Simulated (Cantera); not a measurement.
A closed system holds: 1 mol AlN, 310 mol H2, 31 mol HCl, at 1.20 Pa.

Method: chemical equilibrium by Gibbs-energy minimisation in Cantera with the NASA 1993 tables (ideal gas, pure condensed phases). Candidate condensed phases: Al, AlCl3, AlN, NH4Cl; 20 gas species. The tables' values for AlCl2 are old estimates; treat these amounts as uncertain. Kinetics and transport are ignored.

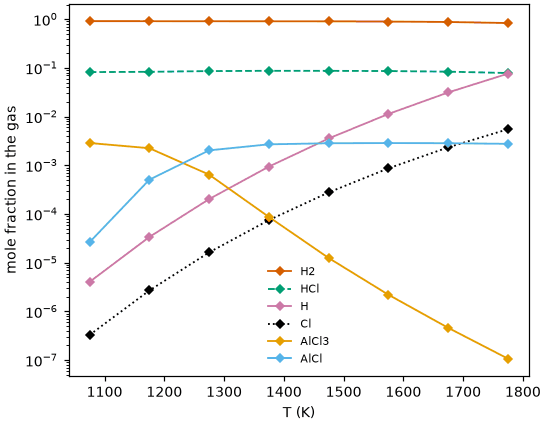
Equilibrium gas composition (values under 1e-9 drawn at 1e-9)

Question: Read off the mole fractions at 1375 K.

Answer: H2 about 0.91, HCl about 0.087, AlCl about 0.0027, H about 0.00094, AlCl3 about 8.7e-5, Cl about 7.5e-5.
